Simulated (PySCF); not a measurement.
SMILES CC(=O)c1ccccc1C, singlet at its GFN2-xTB optimised geometry (Å):

```
20

C     -2.3776    -1.7312     0.5643
C     -0.9721    -1.7918     0.0057
O     -0.5152    -2.8359    -0.4043
C     -0.2087    -0.5178     0.0000
C     -0.8884     0.7020    -0.0189
C     -0.2068     1.9018    -0.0382
C      1.1781     1.9027    -0.0221
C      1.8628     0.7027     0.0000
C      1.1971    -0.5178     0.0000
C      1.9954    -1.7807     0.0088
H     -2.4151    -1.1359     1.4726
H     -3.0446    -1.2904    -0.1746
H     -2.7184    -2.7434     0.7682
H     -1.9668     0.7162    -0.0421
H     -0.7526     2.8332    -0.0633
H      1.7220     2.8359    -0.0288
H      2.9436     0.7080     0.0112
H      3.0446    -1.5687     0.2023
H      1.6249    -2.4755     0.7597
H      1.9078    -2.2818    -0.9541
```

Method: PySCF 2.14.0 with PBE/def2-SVP. Cells within 0.4 Å of a nucleus heavier than hydrogen are left out (blank, or x).

Map of the deformation density (molecule minus spherical neutral atoms) (e/bohr³) on the plane z = 0.0 Å:

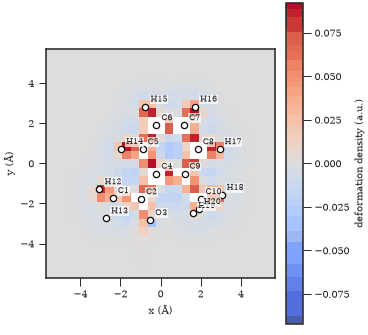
Figure: Deformation density (molecule minus spherical neutral atoms) (e/bohr³) on the plane z = 0.0 Å.
